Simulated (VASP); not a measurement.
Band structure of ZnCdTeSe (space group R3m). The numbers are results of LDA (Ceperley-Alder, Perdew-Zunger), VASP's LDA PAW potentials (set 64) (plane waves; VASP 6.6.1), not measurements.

Unless said otherwise, spin-orbit coupling is left out, though it shifts the bands of the heavy elements here.

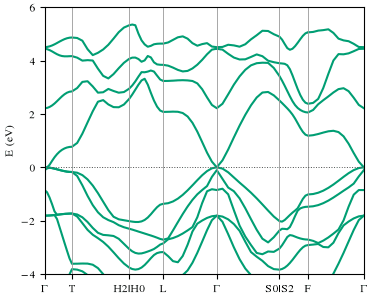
Fig. 1. Bands along high-symmetry lines, zero at the valence-band maximum or, without a gap, the Fermi level

Question: Read the plot: is there a gap, and where are the band edges?

Answer: It has no gap at this level: it comes out as a metal or semimetal. (Edges off the drawn lines would not show.)

The structure comes from a computed database's ZnCdTeSe entry (R3m); how it stands against other phases isn't given here. It was relaxed first, which changed the volume by -9 %.
